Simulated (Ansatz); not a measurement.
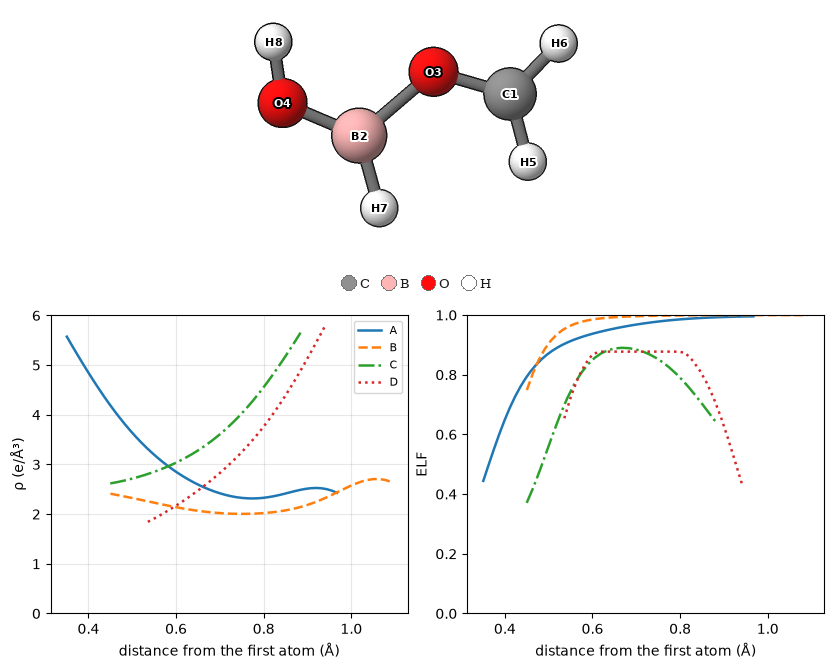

Figure 1: CH$_{4}$BO$_{2}$ (SMILES [CH2+]OBO) (charge +1). Total electron density and electron localisation function along straight lines between neighbouring atoms. The curves leave out the atomic cores. The structure is drawn too.

Geometry: B3LYP-D3(BJ)/6-311G**.

Level of theory: isolated molecule in a Gaussian basis; Kohn-Sham density functional theory, functional PBE0 in Ansatz 0.2.0.

Input

```
basis:
  gaussian:
    orbitals: def2-TZVPD
crystal:
  periodic: [false, false, false]
  atoms:
    - {symbol: C, position_ang: [0.498788, 0.764184, -2.283386]}
    - {symbol: B, position_ang: [1.403513, -0.171829, -0.226760]}
    - {symbol: O, position_ang: [0.691771, 0.886186, -1.063650]}
    - {symbol: O, position_ang: [1.532053, 0.092031, 1.038127]}
    - {symbol: H, position_ang: [0.837829, -0.126232, -2.822684]}
    - {symbol: H, position_ang: [-0.020308, 1.576721, -2.794621]}
    - {symbol: H, position_ang: [1.763871, -1.122843, -0.819873]}
    - {symbol: H, position_ang: [1.195398, 0.912308, 1.425214]}
total_charge: 1
hamiltonian:
  xc: pbe0
output: {forces: true, orbitals: {seedname: orbitals}}
```

Launched as:

```sh
ansatz run input.yaml --threads 2 --pin off --max-ram 4350MiB --events-out events.jsonl --progress --plain --runs-dir runs
```

### Which curve belongs to which contact (B–O, C–H, C–O and O–H)? The first atom named is at distance zero.

Curve A: O–H (0.97 Å): the density is about 3.8 e/Å³ at the midpoint; the ELF climbs to about 1 towards the hydrogen, as it does in any bond to H: an ordinary covalent bond to hydrogen. Curve B: C–H (1.09 Å): ρ is about 2.2 e/Å³ halfway; the ELF climbs to about 1 towards the hydrogen: an ordinary covalent bond to hydrogen. Curve C: C–O (1.24 Å): ρ at the midpoint is about 3.1 e/Å³; the ELF peaks at about 0.90 between the atoms; a short, strongly polar bond. Curve D: B–O (1.30 Å): ρ at the midpoint is about 2.5 e/Å³; the ELF peaks at about 0.90 between the atoms (a short, strongly polar bond).
